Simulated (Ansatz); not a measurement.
Start from AlN in the zinc blende structure (space group F-43m, No. 216; a = 4.378 Å). Axes: x, y, z lie along the cube axes.

Perturbation: the cell is stretched by 2.00 % along z with no lateral relaxation; the atoms relax in the strained cell.

Calculations: PBEsol (Ansatz, an electronic-structure program, PAW, without spin-orbit coupling).

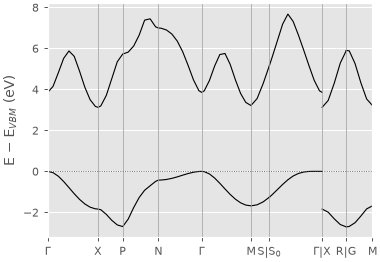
Figure: Highest valence and lowest conduction band along the path of the changed cell's own zone

The gap is 3.12 eV, indirect, Γ → X; the base has 3.19 eV.

Stability against distortions was not tested. This is not the structure that AlN has at room temperature and ambient pressure. k-point labels follow each cell's own Brillouin zone.
